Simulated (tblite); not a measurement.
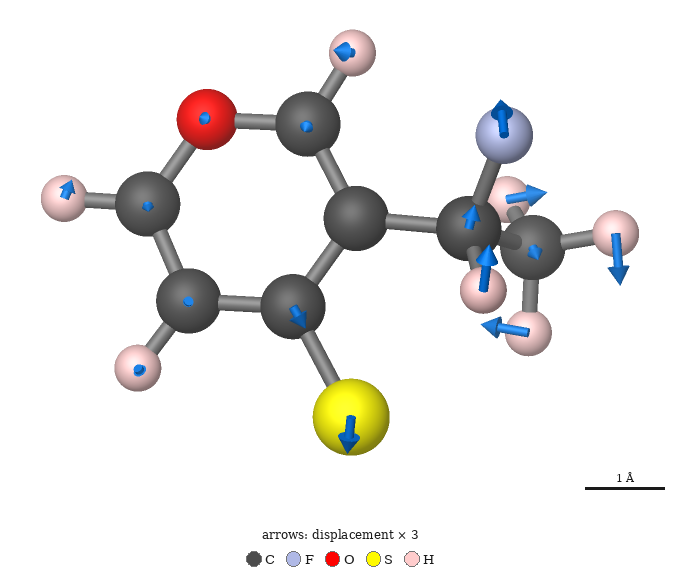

A relaxation of C7H7FOS. The starting structure is drawn; blue arrows show the displacements, magnified 3 times. The two geometries are superimposed by the best rigid fit.

A ball-and-stick model, seen face on.

Computed with GFN2-xTB geometry optimisation, gas phase in tblite 0.8.0. 

Describe the change and its energy.

Answer. The energy falls by 12.4 kcal/mol in 54 geometry steps. An H atom moves most after the best rigid fit: 0.23 Å. By element the largest moves are H 0.23 Å, F 0.21 Å, S 0.18 Å, C 0.11 Å, O 0.05 Å. Some distances before and after: C–C 1.365 → 1.434 Å, C–C 1.390 → 1.444 Å, C–C 1.387 → 1.350 Å, C–H 1.120 → 1.087 Å. Bond angles that change, for instance: O–C–H 120.7° → 112.2°, C–C–S 115.9° → 123.3°, C–C–C 121.6° → 114.5°. Cost: 0.41 s on 1 thread of Arm Neoverse V1 (shared host).
